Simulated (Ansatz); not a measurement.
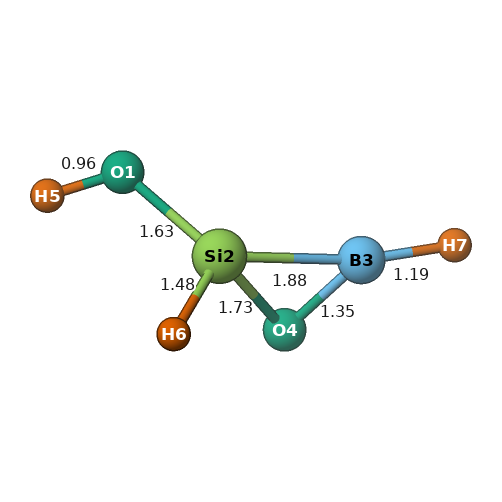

The numbers beside the sticks are distances in Å. Sticks don't show bond order. Computed geometry: PBE0-D4/def2-TZVP optimisation.

Assign a bond order to each marked bond.

Answer. O1–Si2 single; O1–H5 single; Si2–B3 single; Si2–O4 single; Si2–H6 single; B3–O4 single; B3–H7 single.

Give the structure as SMILES.

Answer. O[Si@@H]1BO1
